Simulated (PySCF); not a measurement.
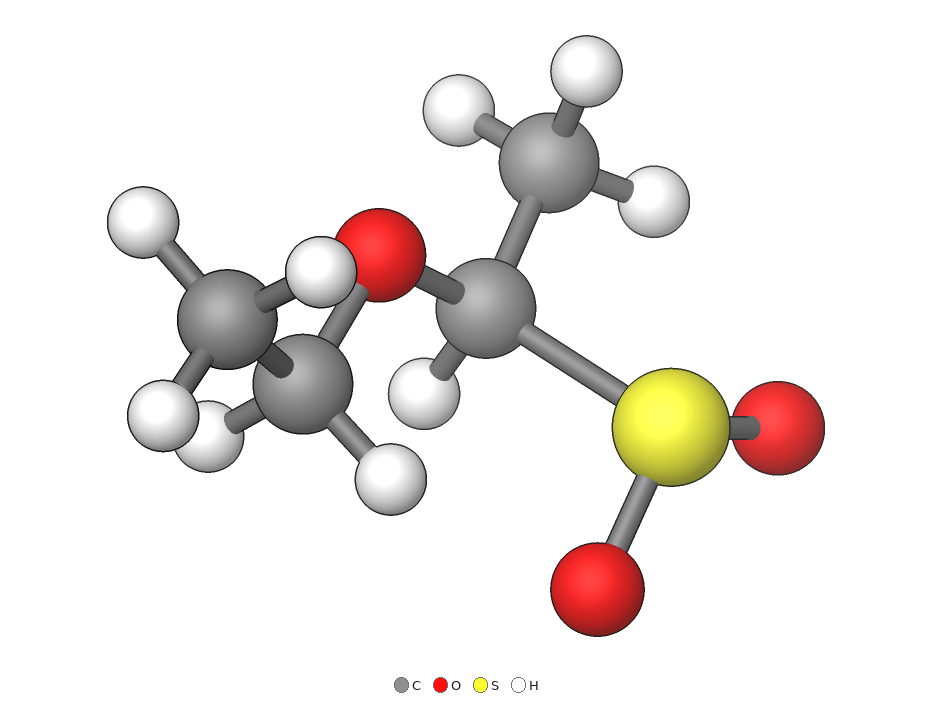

The picture shows a molecular structure as a ball-and-stick model. Every bond is drawn as one stick, whatever its order.

The species has charge −1 and is a spin singlet. Computed geometry: GFN2-xTB optimisation. No frequency run is at hand to confirm it as a minimum.

> Count the atoms of each element.

C4H9O3S(-), 17 atoms: 4 carbon, 9 hydrogen, 3 oxygen and 1 sulfur.

> What is the point group of this geometry?

C1.

> Write the SMILES.

CCO[C@@H](C)[S@](=O)[O-]

> How many bonds of each kind are drawn?

9 C–H, 2 C–C, 2 C–O, 2 O–S, 1 C–S.

> Describe its rings.

It has no ring.

More results for the same structure follow; atom numbers are the same in all pictures, views and colours differ.

**Geometry**

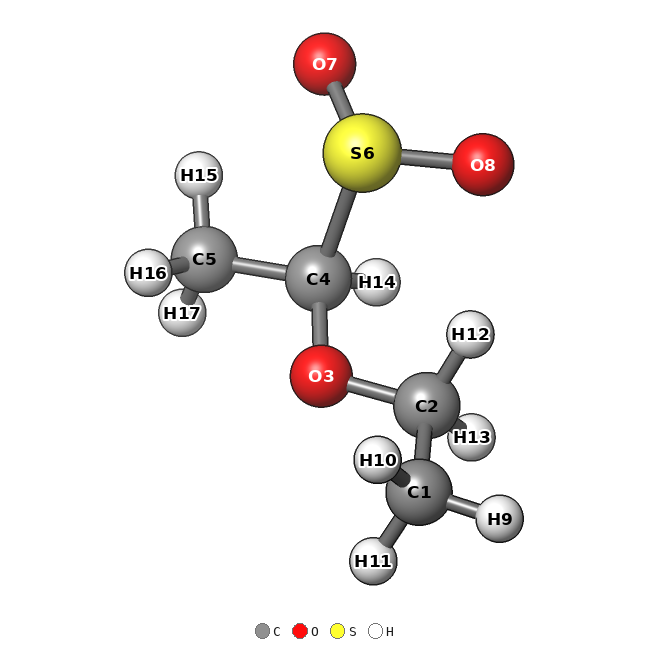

Numbered structure. No frequency run is at hand to confirm it as a minimum.

Give the bond lengths.

| bond | length (Å) | order |
| --- | --- | --- |
| C1–C2 | 1.522 | single |
| C1–H9 | 1.088 | single |
| C1–H10 | 1.087 | single |
| C1–H11 | 1.089 | single |
| C2–O3 | 1.411 | single |
| C2–H12 | 1.096 | single |
| C2–H13 | 1.106 | single |
| O3–C4 | 1.421 | single |
| C4–C5 | 1.511 | single |
| C4–S6 | 1.956 | single |
| C4–H14 | 1.101 | single |
| C5–H15 | 1.089 | single |
| C5–H16 | 1.088 | single |
| C5–H17 | 1.092 | single |
| S6–O7 | 1.493 | delocalised |
| S6–O8 | 1.497 | delocalised |

**Electronic properties**

No frequency run is at hand to confirm it as a minimum. Properties computed with PBE0/def2-SVPD, gas phase (PySCF 2.14.0).

> What is the HOMO energy (Kohn–Sham orbital)?

−0.80 eV.

> What is the mean static polarisability?

96.6 bohr³.

**NMR shielding**

The questions are on isotropic NMR shieldings of the H atoms. No frequency run is at hand to confirm it as a minimum. Method: GIAO PBE0/pcSseg-1 NMR shielding, non-relativistic, gas phase (PySCF 2.14.0).

> Which H atom is the most shielded (lowest chemical shift)?

H16 (31.21 ppm).

> Which H atom is the least shielded (highest chemical shift)?

H12 (25.32 ppm).

> How wide is the range of H shifts?

5.89 ppm.

Give the isotropic NMR shieldings of the H atoms atom by atom.

```tsv
atom	σ (ppm)
H9	31.16
H10	30.52
H11	30.77
H12	25.32
H13	28.53
H14	29.49
H15	29.23
H16	31.21
H17	30.79
```

**Charges**

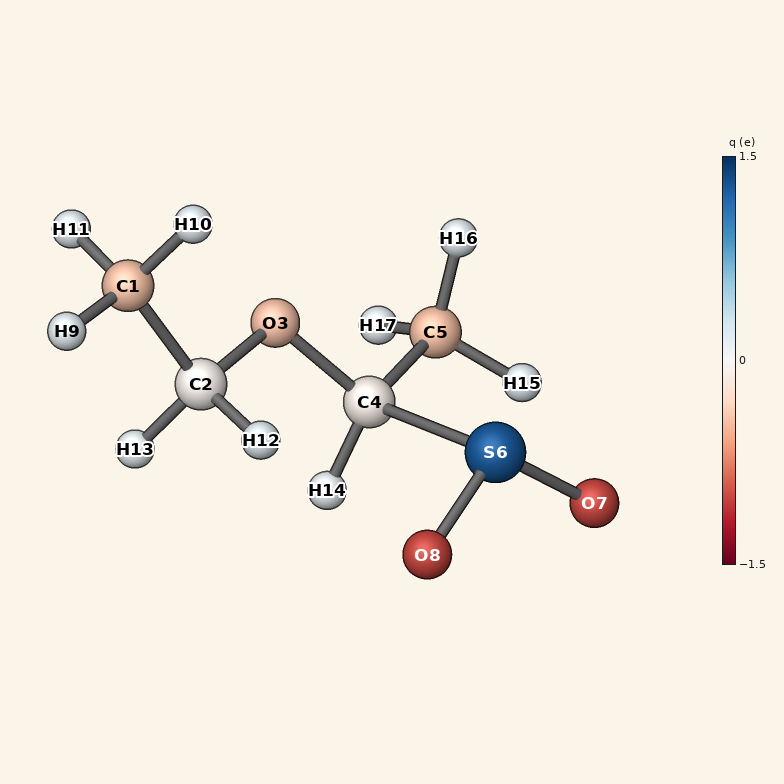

Atoms are coloured by their IAO charges. No frequency run is at hand to confirm it as a minimum. Properties computed with PBE0/pcSseg-1, gas phase (PySCF 2.14.0).

> Which atom carries the highest charge (most positive or least negative)?

S6 (1.26 e).

> And the lowest?

O7, O8 (−0.99 e).

List the IAO charges.

```tsv
atom	value (e)
C1	−0.42
C2	−0.05
O3	−0.42
C4	−0.09
C5	−0.43
S6	1.26
O7	−0.99
O8	−0.99
H9	0.13
H10	0.14
H11	0.13
H12	0.15
H13	0.09
H14	0.10
H15	0.16
H16	0.13
H17	0.11
```
